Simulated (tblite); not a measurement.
Energy landscape of H3, doublet: collinear H-H-H surface. Scanned: first H-H distance and second H-H distance.

Calculation: GFN2-xTB, 300 K electronic temperature (tblite).

Energy in kcal/mol above the lowest grid point; x is the first H-H distance (Å), y the second H-H distance (Å).

```
y \ x   0.63   0.68  0.75  0.81  0.89  0.92     1  1.09  1.25  1.34  1.56  1.78  2.15
-----  -----  -----  ----  ----  ----  ----  ----  ----  ----  ----  ----  ----  ----
2.15    17.7   11.5   7.6   7.2   9.2  10.5  15.2  21.6  33.9  40.9  56.8  70.3  86.7
1.89    17.3   10.8   6.3   5.4   6.8   8.0  12.1  17.8  29.1  35.5  50.0  62.0  76.1
1.60    17.7   10.4   5.0   3.2   3.5   4.2   7.2  11.8  21.1  26.4  38.5  48.4  59.5
1.40    19.7   11.7   5.1   2.4   1.4   1.6   3.5   6.8  14.1  18.4  28.3  36.4  45.4
1.21    25.0   15.7   7.5   3.4   0.7   0.4   0.6   2.3   7.1  10.2  17.5  23.7  30.8
1.12    29.5   19.5  10.2   5.2   1.5   0.7   0.0   0.8   4.1   6.4  12.4  17.7  23.8
1.03    36.1   25.1  14.5   8.5   3.4   2.2   0.4   0.0   1.7   3.3   7.8  12.1  17.2
0.96    43.2   31.2  19.4  12.4   6.1   4.5   1.7   0.3   0.6   1.6   4.9   8.3  12.7
0.85    59.4   45.4  31.1  22.3  13.8  11.5   6.8   3.7   1.5   1.4   2.7   4.8   7.9
0.79    71.4   56.2  40.3  30.3  20.5  17.6  11.8   7.6   4.0   3.2   3.4   4.8   7.1
0.73    86.7   69.9  52.2  40.9  29.5  26.1  19.1  13.7   8.5   7.1   6.1   6.7   8.3
0.69    99.2   81.2  62.1  49.8  37.3  33.5  25.6  19.4  13.1  11.2   9.4   9.5  10.6
0.63   122.8  102.7  81.2  67.1  52.7  48.3  38.9  31.4  23.5  20.9  17.9  17.3  17.7
```

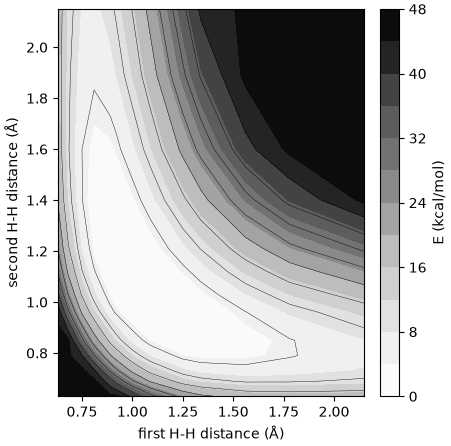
Fig. 1. Energy surface, cut off at 45 kcal/mol.

Points that lie below all their neighbours on the grid: x = 1.09, y = 1.03 (0.0 kcal/mol).
